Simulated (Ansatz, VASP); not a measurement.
# Cross-check of SrO between VASP and Ansatz

One calculation is typed for both programs; each brings its own data sets and cutoff. How far apart do they land?

Method: plane waves, with VASP 6.6.1 beside it; band structure at PBE0 and band structure at r2SCAN-EpsX, in Ansatz 0.2.0.

**1. Set-up**

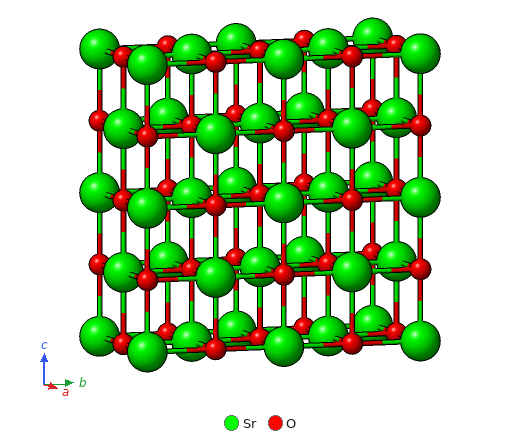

Start, viewed slightly off an axis; strontium green, oxygen red. 1×2×2 cells are drawn. This picture shows the conventional cell, with its axes. Some periodic images of atoms are drawn too.

**2. Ansatz: band structure, PBE0**

Ansatz runs on its default PAW (the set named soft_2) files.

Levels along a path test the potential and the projectors away from the mesh points.

input.yaml

```yaml
crystal:
  lattice:
    - [0.0, 2.58066, 2.58066]
    - [2.58066, 0.0, 2.58066]
    - [2.58066, 2.58066, 0.0]
  atoms:
    - { symbol: Sr, position: [0.0, 0.0, 0.0] }
    - { symbol: O, position: [0.5, 0.5, 0.5] }
hamiltonian:
  xc: pbe0
  pseudopotentials: { kind: paw }
kpoints:
  mp_grid: { grid: [5, 5, 5] }
  band_path:
    path:
      - [0.0, 0.0, 0.0]
      - [0.5, 0.0, 0.5]
      - [0.5, 0.22222, 0.72222]
      - [0.40278, 0.34722, 0.75]
      - [0.125, 0.125, 0.25]
      - [0.27778, 0.27778, 0.27778]
      - [0.55556, 0.38889, 0.55556]
      - [0.58333, 0.25, 0.66667]
      - [0.5, 0.30556, 0.69444]
      - [0.48611, 0.48611, 0.52778]
      - [0.625, 0.25, 0.625]
      - [0.5, 0.0, 0.5]
    npoints: 1
scf:
  occupations: { method: gaussian, width: 0.03 }
  n_extra_bands: 7
output:
  forces: true
  stress: true
  eigenvalues: true
```

The run is started by

```console
> ansatz run input.yaml --threads 4 --pin off --max-ram 9216MiB --backend cpu --events-out ev --progress --plain --runs-dir out
```

Numbers of over 12 decimals in the logs are rounded to 6 here.

Output:

```text
Warning: output.stress: scf.convergence.dr2_threshold = 1e-7 eV (the SCF's general default) is looser than the 2e-10 eV advised for a printed stress (1e-10 eV for each atom of the cell: 2). What an SCF threshold leaves in a stress goes as its square root, and in the free energy as the threshold itself, and one threshold admits the most on a small cell: [figures from the program's tests cut] Set scf.convergence.dr2_threshold to 2e-10 eV or tighter. The threshold is an SCF's pass mark: one that does not reach it within its budget of iterations ends unconverged, or closes short of it on a stop that the run arms, and scf.convergence.dr2_threshold's page says what that costs each kind of run
Warning: output.stress: scf.exx.energy_threshold = 1e-6 eV is looser than the 2e-8 eV advised for a stress under a hybrid functional (1e-8 eV for each atom of the cell: 2). Every SCF of the exchange loop can meet its threshold on dr2 while the loop round them stops early: no threshold on dr2 bounds what that leaves in the stress. Set scf.exx.energy_threshold to 2e-8 eV or tighter. The threshold is the loop's pass mark: a loop that does not reach it within its budget of cycles ends unconverged, and scf.exx.energy_threshold's page has the law
scf.n_extra_bands = 7 over 8 filled bands (N_el = 16.0): the run solves 15 bands
Engine: ansatz 0.2.0, aarch64-unknown-linux-gnu
Pseudopotentials: kind: paw
Pseudopotential: Sr, paw, valence charge 10, recommended cutoff 420 eV (normal), Sr.paw.azcp
Pseudopotential: O, paw, valence charge 6, recommended cutoff 420 eV (normal), O.paw.azcp
Functional definition: PBE0
  parameter a = 0.25
  parameter kappa = 0.804
  parameter beta = 0.066725
  exchange = (1 - a)*pbe_x(kappa = kappa, mu = beta*pi^2/3) + a*exact_x
  correlation = pbe_c(beta = beta)
Crystal: 2 atoms, lattice volume = 34.373 Å³
Basis set: ecut = 420 eV, 645 PW (Γ), exchange–correlation on 50×50×50 points (8 copies of the dense FFT grid, shifted against one another)
Bands: 15, of which v1, the nominal top of the filled ones, is band 8 counted from 1 (7 counted from 0)
Symmetry: 48 space group operations
Space group: Fm-3m (ITA 225), of the structure as read, at distance tolerance 3.3e-5 Å
k-points: 10 of 125
Non-local potential: Sr, projectors of the file, l = 0: 3, l = 1: 2, l = 2: 2
Non-local potential: O, projectors of the file, l = 0: 2, l = 1: 2, l = 2: 1
PAW form: soft (Blöchl's): semilocal exchange-correlation on the pseudo side does not see the compensation charge
PAW frozen core: Sr, regenerated for the run's functional, and the local potential with it (the file was generated under x = pbe(κ = 0.804, μ = 0.219515), c = pbe(β = 0.066725))
PAW frozen core: O, regenerated for the run's functional, and the local potential with it (the file was generated under x = pbe(κ = 0.804, μ = 0.219515), c = pbe(β = 0.066725))
PAW one-centre angular grid: Sr, 110 points (default); XC on 64 Gauss nodes
PAW one-centre angular grid: O, 110 points (default); XC on 64 Gauss nodes
Initial density: superposition of atomic densities (neutral atoms: chi_scale 0, normalization atom), corrected by the library's trained network
Initial wavefunctions: pseudopotential atomic-orbital guess
Functional: x = pbe(κ = 0.804, μ = 0.219515), c = pbe(β = 0.066725), warm-up for x = 0.75 pbe(κ = 0.804, μ = 0.219515) + 0.25 exact, c = pbe(β = 0.066725)
SCF iter   1: F=—  HF=-4114.624404 eV  |F-HF|=—  |Δ(HF+E_count)|=         —  Δρ=1.17e-3  dr2=2.90e-4  ethr=1.77e-3  ⟨swp⟩=2.0  Hψ=1070  notcnv=0
preconditioner: auto → none  [insulator: Δε(μ)=3.494 eV  Ē_g=18.158 eV  σ=0.030 eV  W_gap=1.00  n_scr=8 (ndim 8)  ℏωp=23.7 eV  f_vac=0.000  D(μ)=0.00/eV (n_scr^D=0)]
SCF iter   2: F=-4114.624526 eV  HF=-4114.624482 eV  |F-HF|=4.42e-5  |Δ(HF+E_count)|=   7.82e-5  Δρ=4.17e-4  dr2=3.08e-5  ethr=1.81e-6  ⟨swp⟩=3.6  Hψ=329  notcnv=0  defer=3
SCF 1 stopped early in 2 iterations: F = -4114.624526 eV  dr2 = 3.08e-5
  greatest PAW one-centre occupation: 0.987 electrons in one spin orbital (limit 2), on the Sr atom at site 0 (counted from 0), in its partial waves of l = 0
Initial density: handed on by an earlier stage of this run
Initial wavefunctions: those handed on with the density
Functional: x = 0.75 pbe(κ = 0.804, μ = 0.219515) + 0.25 exact, c = pbe(β = 0.066725)
Frozen-core exchange: fock
SCF iter   1: F=—  HF=-4116.885008 eV  |F-HF|=—  |Δ(HF+E_count)|=         —  Δρ=7.51e-3  dr2=3.30e-2  ethr=1.93e-6  ⟨swp⟩=5.9  Hψ=689  notcnv=0
preconditioner: auto → none  [insulator: Δε(μ)=5.884 eV  Ē_g=21.311 eV  σ=0.030 eV  W_gap=1.00  n_scr=8 (ndim 8)  ℏωp=23.7 eV  f_vac=0.000  D(μ)=0.00/eV (n_scr^D=0)]
SCF iter   2: F=—  HF=-4116.878195 eV  |F-HF|=—  |Δ(HF+E_count)|=   6.81e-3  Δρ=7.68e-3  dr2=1.40e-2  ethr=1.93e-6  ⟨swp⟩=4.6  Hψ=518  notcnv=0
SCF iter   3: F=—  HF=-4116.875213 eV  |F-HF|=—  |Δ(HF+E_count)|=   2.98e-3  Δρ=1.91e-3  dr2=1.97e-3  ethr=1.93e-6  ⟨swp⟩=4.0  Hψ=377  notcnv=0
SCF iter   4: F=—  HF=-4116.881320 eV  |F-HF|=—  |Δ(HF+E_count)|=   6.11e-3  Δρ=1.10e-3  dr2=7.16e-4  ethr=1.93e-6  ⟨swp⟩=3.9  Hψ=323  notcnv=0
iter 5 solved again at ethr=5.82e-8 eV; its pass at ethr=1.93e-6 eV (dr2=9.31e-6 eV) is discarded
SCF iter   5: F=—  HF=-4116.881137 eV  |F-HF|=—  |Δ(HF+E_count)|=   1.83e-4  Δρ=1.48e-4  dr2=2.03e-5  ethr=5.82e-8  ⟨swp⟩=2.1  Hψ=480  notcnv=0
SCF iter   6: F=-4116.881216 eV  HF=-4116.881214 eV  |F-HF|=1.75e-6  |Δ(HF+E_count)|=   7.74e-5  Δρ=8.55e-5  dr2=3.09e-6  ethr=5.82e-8  ⟨swp⟩=3.6  Hψ=307  notcnv=0
SCF 2 stopped early in 6 iterations: F = -4116.881216 eV  dr2 = 3.09e-6
hybrid outer 1: dexx = +7.402e-3 eV, tail = 1.38e-5 eV
Frozen-core exchange: fock
SCF iter   1: F=—  HF=-4116.881289 eV  |F-HF|=—  |Δ(HF+E_count)|=         —  Δρ=5.60e-5  dr2=5.56e-7  ethr=4.30e-7  ⟨swp⟩=4.2  Hψ=398  notcnv=0
preconditioner: auto → none  [insulator: Δε(μ)=5.723 eV  Ē_g=21.260 eV  σ=0.030 eV  W_gap=1.00  n_scr=8 (ndim 8)  ℏωp=23.7 eV  f_vac=0.000  D(μ)=0.00/eV (n_scr^D=0)]
SCF iter   2: F=—  HF=-4116.881289 eV  |F-HF|=—  |Δ(HF+E_count)|=   1.00e-7  Δρ=1.77e-5  dr2=4.61e-8  ethr=2.65e-9  ⟨swp⟩=3.8  Hψ=314  notcnv=0
SCF iter   3: F=—  HF=-4116.881289 eV  |F-HF|=—  |Δ(HF+E_count)|=   1.31e-7  Δρ=1.32e-5  dr2=3.69e-8  ethr=1.96e-10  ⟨swp⟩=4.0  Hψ=350  notcnv=0
SCF iter   4: F=-4116.881289 eV  HF=-4116.881289 eV  |F-HF|=4.39e-10  |Δ(HF+E_count)|=   1.10e-8  Δρ=1.87e-6  dr2=7.91e-10  ethr=1.96e-10  ⟨swp⟩=3.0  Hψ=256  notcnv=0
SCF 3 converged in 4 iterations: F = -4116.881289 eV  dr2 = 7.91e-10
  Residual-converged pass: ⟨swp⟩=3.0  Hψ=303  notcnv=0  max |occ|·‖R‖ = 2.3e-6 eV (tolerance 2.4e-6 eV)  dr2=7.32e-10  dr2_onsite=1.60e-10  max |Δocc| = 0.0e0
hybrid outer 2: dexx = +1.894e-7 eV, tail = 5.88e-9 eV, Δε = 2.94e-3 eV (about 8.00e-5 eV left of the loop's levels)
NSCF: frozen V_eff on 12 k-points
hybrid SCF converged: 2 outer / 10 inner (+2 warm-up), last move |dexx| = 1.89e-7 eV, tail = 5.88e-9 eV
Stability not checked: this state was not tested for a lower state beside it, because the functional holds exact exchange (a hybrid, or Hartree-Fock), whose exchange loop this test does not read (fock_operator; see scf.lower_state_search)
Free energy (F): -4116.881289 eV
Frozen-core exchange: fock
Harris-Foulkes:  -4116.881289 eV  (|F-HF|=4.39e-10)
Internal energy: -4116.881289 eV  (E = F + TS)
E sigma→0 (E₀):  -4116.881289 eV
Fermi energy:    9.220249 eV
--- Per-component energies (eV) ---
  E_band       = -94.493139
  E_kinetic    = 423.625005
  E_local      = -868.828359  (includes V_loc(G=0)·N_el)
  E_nonlocal   = 248.557534
  E_hartree    = 236.384889
  E_xc         = -192.145721
  E_vxc        = -200.100964  (∫ρ·V_xc dr)
  E_exx        = -49.573022  (= α·E_x^exact, valence–valence)
  E_paw        = -2862.291985  (= ΣΔE_a)
  E_vpaw       = -71.372466  (= ΣTr[D̂ρ^β])
  E_aug_tail   = 0.002387  (compensation charges beyond the density's cutoff)
  E_ewald      = -1052.229361
  E_core_change = -0.382657  (= ΣΔE_core)
  E_smearing   = -0.000000  (= −TS)
  E_closure    = 0.000000  (closes the sum)
  Σ components = -4116.881289   (vs F -4116.881289, Δ=9.09e-13)
--- Forces (eV/Å), atoms counted from 1 ---
  atom   1  Sr    -0.00000000     0.00000000    -0.00000000
  atom   2  O      0.00000000    -0.00000000    -0.00000000
  max |Σ_I F_I| component: 1.27e-29 eV/Å
--- Stress (GPa, compression-positive) ---
       -0.461493       0.000000       0.000000
        0.000000      -0.461493      -0.000000
       -0.000000       0.000000      -0.461493
  P = ⅓ Tr σ = -0.4615 GPa (-4.615 kbar)
--- Band table (eV; the first three rows and the last of 10) ---
  k-point 0: bands = [... 4 lower, -8.2733, 6.3588, 6.3588, 6.3588, 12.4738, 15.0177, 15.0177, 15.0177, ... 3 higher]
  k-point 1: bands = [... 4 lower, -7.8396, 5.4018, 5.9081, 5.9081, 14.0768, 14.7350, 15.8043, 15.8043, ... 3 higher]
  k-point 2: bands = [... 4 lower, -7.3808, 4.2692, 5.2833, 5.2833, 15.1644, 16.5392, 17.4727, 17.4727, ... 3 higher]
  k-point 9: bands = [... 4 lower, -7.8605, 5.1208, 5.6165, 5.9460, 13.9836, 15.7893, 17.6211, 19.3826, ... 3 higher]
```

Wall time 11 s (4 threads of Arm Neoverse V1, shared host); peak memory 0.58 GiB.

In the SCF lines HF is the Harris–Foulkes energy and dr2 the Hartree energy of the density residual, in eV; the loop may stop once dr2 is under the threshold and the program's other checks hold. Hψ counts applications of the Hamiltonian.

**3. VASP: band structure, PBE0**

The same cell, functional, mesh and smearing now go to VASP, with its own data sets and cutoff.

Lines of VASP's logs that name or quote its potential files are left out, and so is its time.

INCAR

```
SYSTEM = SrO
PREC = Accurate
ENCUT = 460
EDIFF = 1E-06
NELM = 100
ISMEAR = 0
SIGMA = 0.03
LREAL = .FALSE.
ALGO = Normal
LHFCALC = .TRUE.
AEXX = 0.25
GGA = PE
LASPH = .TRUE.
NBANDS = 14
PRECFOCK = Fast
HFRCUT = -1
LORBIT = 11
LWAVE = .FALSE.
LCHARG = .FALSE.
KPAR = 4
```

POSCAR

```
SrO
1.0
    0.0000000000      2.5806600000      2.5806600000
    2.5806600000      0.0000000000      2.5806600000
    2.5806600000      2.5806600000      0.0000000000
Sr O
1 1
Direct
    0.0000000000      0.0000000000      0.0000000000
    0.5000000000      0.5000000000      0.5000000000
```

KPOINTS

```
Automatic mesh
0
Gamma
5 5 5
0 0 0
```

KPOINTS_OPT

```
Line mode
10
Line-mode
Reciprocal
  0.00000000   0.00000000   0.00000000 GAMMA
  0.50000000   0.00000000   0.50000000 X

  0.50000000   0.00000000   0.50000000 X
  0.50000000   0.25000000   0.75000000 W

  0.50000000   0.25000000   0.75000000 W
  0.37500000   0.37500000   0.75000000 K

  0.37500000   0.37500000   0.75000000 K
  0.00000000   0.00000000   0.00000000 GAMMA

  0.00000000   0.00000000   0.00000000 GAMMA
  0.50000000   0.50000000   0.50000000 L

  0.50000000   0.50000000   0.50000000 L
  0.62500000   0.25000000   0.62500000 U

  0.62500000   0.25000000   0.62500000 U
  0.50000000   0.25000000   0.75000000 W

  0.50000000   0.25000000   0.75000000 W
  0.50000000   0.50000000   0.50000000 L

  0.50000000   0.50000000   0.50000000 L
  0.37500000   0.37500000   0.75000000 K

  0.62500000   0.25000000   0.62500000 U
  0.50000000   0.00000000   0.50000000 X
```

The projector-augmented-wave data sets are Sr_sv and O (PBE family, release 64).

The run is started by

```console
> mpirun -np 4 vasp_std
```

Output:

```text
[banner, memory and clock lines left out]
running    4 mpi-ranks, on    1 nodes
 distrk:  each k-point on    1 cores,    4 groups
 distr:  one band on    1 cores,    1 groups

 POSCAR found type information on POSCAR SrO
 POSCAR found :  2 types and       2 ions
 LDA part: xc-table for (Slater+PW92), standard interpolation
 found WAVECAR, reading the header
 POSCAR, INCAR and KPOINTS ok, starting setup
 FFT: planning ... GRIDC
 FFT: planning ... GRID_SOFT
 FFT: planning ... GRID
 HFRCUT set to (new)   10.085124
 reading WAVECAR
 the WAVECAR file was read successfully
 initial charge from wavefunction
 entering main loop
       N       E                     dE             d eps       ncg     rms          rms(c)
DAV:   1    -0.147868952551E+02   -0.14787E+02   -0.47811E-01   314   0.919E+00    0.433E+00
DAV:   2    -0.147615430138E+02    0.25352E-01   -0.68167E-02   340   0.263E+00    0.219E+00
DAV:   3    -0.147630076494E+02   -0.14646E-02   -0.19203E-02   310   0.120E+00    0.972E-01
DAV:   4    -0.147626274714E+02    0.38018E-03   -0.13938E-03   332   0.368E-01    0.568E-01
DAV:   5    -0.147622983358E+02    0.32914E-03   -0.12220E-03   304   0.299E-01    0.422E-01
DAV:   6    -0.147622850426E+02    0.13293E-04   -0.88893E-05   304   0.937E-02    0.263E-01
DAV:   7    -0.147622539252E+02    0.31117E-04   -0.31607E-05   316   0.604E-02    0.141E-01
DAV:   8    -0.147622546177E+02   -0.69248E-06   -0.87945E-06   316   0.289E-02
   1 F= -.14762255E+02 E0= -.14762255E+02  d E =-.129656E-39
 Start KPOINTS_OPT (optional k-point list driver)
k-point batch [1-10\100]
       N       E                     dE             ncg
DAV:   1    -0.100534690295E+04   -0.45069E+04      280
DAV:   2    -0.185724031073E+04   -0.85189E+03      370
DAV:   3    -0.191162053287E+04   -0.54380E+02      338
DAV:   4    -0.191277235576E+04   -0.11518E+01      396
DAV:   5    -0.191279544263E+04   -0.23087E-01      372
DAV:   6    -0.191279582246E+04   -0.37983E-03      372
DAV:   7    -0.191279582614E+04   -0.36796E-05      246
DAV:   8    -0.191279582628E+04   -0.13914E-06      176
[...]
k-point batch [91-100\100]
       N       E                     dE             ncg
DAV:   1    -0.109082908563E+04   -0.69947E+04      280
DAV:   2    -0.188449151224E+04   -0.79366E+03      358
DAV:   3    -0.193328014301E+04   -0.48789E+02      380
DAV:   4    -0.193441105870E+04   -0.11309E+01      434
DAV:   5    -0.193443366633E+04   -0.22608E-01      408
DAV:   6    -0.193443393977E+04   -0.27344E-03      402
DAV:   7    -0.193443394525E+04   -0.54813E-05      314
DAV:   8    -0.193443394537E+04   -0.12535E-06      260
```

Parts of OUTCAR (step 3):

```text
ion  position               nearest neighbor table
   1  0.000  0.000  0.000-   2 2.58   2 2.58   2 2.58   2 2.58   2 2.58   2 2.58
   2  0.500  0.500  0.500-   1 2.58   1 2.58   1 2.58   1 2.58   1 2.58   1 2.58

  LATTYP: Found a face centered cubic cell.
 ALAT       =     5.1613200000

 Subroutine GETGRP returns: Found 48 space group operations
 (whereof 48 operations were pure point group operations)

The static configuration has the point symmetry O_h .

 Found     10 irreducible k-points:

   k-points           NKPTS =     10   k-points in BZ     NKDIM =    125   number of bands    NBANDS=     14

   dimension x,y,z NGX =    28 NGY =   28 NGZ =   28
   dimension x,y,z NGXF=    56 NGYF=   56 NGZF=   56

   ENCUT  =  460.0 eV  33.81 Ry    5.81 a.u.   6.38  6.38  6.38*2*pi/ulx,y,z

   NELECT =      16.0000    total number of electrons

 k-points in reciprocal lattice and weights: Automatic mesh
   0.00000000  0.00000000  0.00000000       0.008
   0.20000000  0.00000000  0.00000000       0.064
   0.40000000  0.00000000  0.00000000       0.064
   0.20000000  0.20000000  0.00000000       0.048
   0.40000000  0.20000000  0.00000000       0.192
  -0.40000000  0.20000000  0.00000000       0.192
  -0.20000000  0.20000000  0.00000000       0.096
   0.40000000  0.40000000  0.00000000       0.048
  -0.40000000  0.40000000  0.00000000       0.096
  -0.40000000  0.40000000  0.20000000       0.192

  exchange ACFDT corr.  =         0.00000000  see jH, gK, PRB 81, 115126

 average (electrostatic) potential at core
       1 -31.8826       2 -64.0455

 E-fermi :   0.4332

 k-point     1 :       0.0000    0.0000    0.0000
  band No.  band energies     occupation
    ...
      4     -14.5934      2.00000
      5     -14.5934      2.00000
      6       0.1582      2.00000
      7       0.1582      2.00000
      8       0.1582      2.00000
      9       6.2431      0.00000
     10       8.7618      0.00000
     11       8.7618      0.00000
     12       8.7618      0.00000
     13      10.9925      0.00000
    ...

 k-point     2 :       0.2000    0.0000    0.0000
  band No.  band energies     occupation
    ...
      4     -14.6210      2.00000
      5     -14.1408      2.00000
      6      -0.8124      2.00000
      7      -0.3061      2.00000
      8      -0.3061      2.00000
      9       7.8513      0.00000
     10       8.5010      0.00000
     11       9.5551      0.00000
     12       9.5551      0.00000
     13      12.0237      0.00000
    ...

 k-point     3 :       0.4000    0.0000    0.0000
  band No.  band energies     occupation
    ...
      4     -14.6634      2.00000
      5     -13.6682      2.00000
      6      -1.9600      2.00000
      7      -0.9436      2.00000
      8      -0.9436      2.00000
      9       8.9292      0.00000
     10      10.3395      0.00000
     11      11.2207      0.00000
     12      11.2207      0.00000
     13      14.1395      0.00000
    ...

  energy-cutoff  :      460.00
  volume of cell :       34.37
      direct lattice vectors                 reciprocal lattice vectors
     0.000000000  2.580660000  2.580660000    -0.193748886  0.193748886  0.193748886
     2.580660000  0.000000000  2.580660000     0.193748886 -0.193748886  0.193748886
     2.580660000  2.580660000  0.000000000     0.193748886  0.193748886 -0.193748886

 POSITION                                       TOTAL-FORCE (eV/Angst)
 -----------------------------------------------------------------------------------
      0.00000      0.00000      0.00000        -0.000000      0.000000     -0.000000
      2.58066      2.58066      2.58066         0.000000     -0.000000      0.000000
 -----------------------------------------------------------------------------------
    total drift:                                0.000000      0.000000      0.000000

  FREE ENERGIE OF THE ION-ELECTRON SYSTEM (eV)
  ---------------------------------------------------
  free  energy   TOTEN  =       -14.7622546177 eV

  energy  without entropy=      -14.7622546177  energy(sigma->0) =      -14.76225462

 total charge
# of ion       s       p       d       tot
------------------------------------------
    1        2.013   5.863   0.222   8.098
    2        1.562   3.453   0.000   5.015
--------------------------------------------------
tot          3.575   9.316   0.222  13.113

[... 3 further parts left out ...]
```

The k-mesh is coarse for unscreened exact exchange, which converges slowly with it.

**4. Differences**

Known differences besides the PAW data sets themselves: exact exchange at q = 0 is treated differently, which shows on coarse meshes; VASP keeps PBE cores, Ansatz makes them for the functional; the cutoff is 420 eV in Ansatz and 460 eV in VASP; VASP takes a coarser grid for exact exchange (PRECFOCK = Fast). Total energies have different zeros and are not compared.

Both answers:

```tsv
quantity	Ansatz	VASP	difference
gap over the path points (eV)	5.528	5.478	+0.051
```

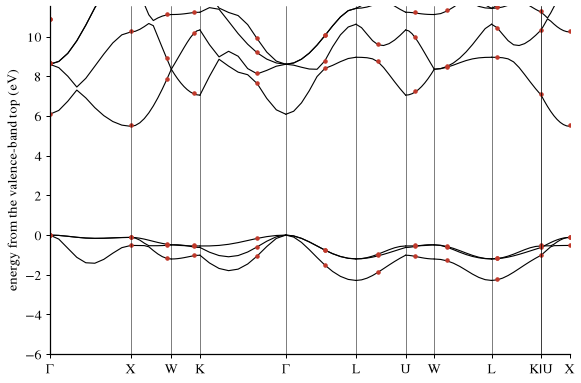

Bands from VASP (lines) and levels from Ansatz (dots). Dots without a line are higher empty bands that the VASP plot leaves out.

Levels at points of the path, from each program's valence-band top (eV; 3 filled, then empty):

```tsv
k (reciprocal lattice)	Ansatz	VASP
0.000 0.000 0.000	0.00 0.00 0.00 6.12 8.66 8.66	0.00 0.00 0.00 6.09 8.60 8.60
0.500 0.000 0.500	-0.49 -0.10 -0.10 5.53 10.28 12.76	-0.52 -0.12 -0.12 5.48 10.23 12.74
0.500 0.222 0.722	-1.16 -0.48 -0.43 7.87 8.91 11.14	-1.17 -0.52 -0.46 7.84 8.89 11.09
0.403 0.347 0.750	-1.02 -0.57 -0.51 7.16 10.16 11.26	-1.04 -0.60 -0.55 7.12 10.15 11.21
0.125 0.125 0.250	-1.04 -0.58 -0.16 7.66 8.15 9.23	-1.05 -0.59 -0.17 7.63 8.12 9.18
0.278 0.278 0.278	-1.49 -0.73 -0.73 8.42 8.79 10.09	-1.51 -0.75 -0.75 8.39 8.77 10.04
0.556 0.389 0.556	-1.84 -1.02 -0.93 8.76 9.60 11.75	-1.87 -1.05 -0.96 8.72 9.58 11.70
0.583 0.250 0.667	-1.05 -0.55 -0.51 7.24 9.96 11.24	-1.07 -0.57 -0.54 7.21 9.95 11.19
0.500 0.306 0.694	-1.27 -0.58 -0.54 8.48 8.52 11.34	-1.30 -0.61 -0.57 8.45 8.49 11.29
0.486 0.486 0.528	-2.23 -1.16 -1.16 8.99 10.44 11.49	-2.25 -1.19 -1.18 8.95 10.45 11.44
```

Among the levels compared (up to four filled and three empty ones at each point), filled levels agree within 35 meV and empty ones within 56 meV.

[end of part 1 of 2]

[Lines on the potential files, build, host, timing and source positions are cut from VASP's logs without a mark.]

[Logs are printed without paths, hosts, clocks, repeated set-up lines and the standing remarks that a program may print on its own settings, such as how far it seeks lower states.]

[Hosts, paths, dates, database ids (printed as entryN), source tags and the programs' standing remarks are cut or masked in the printed files.]
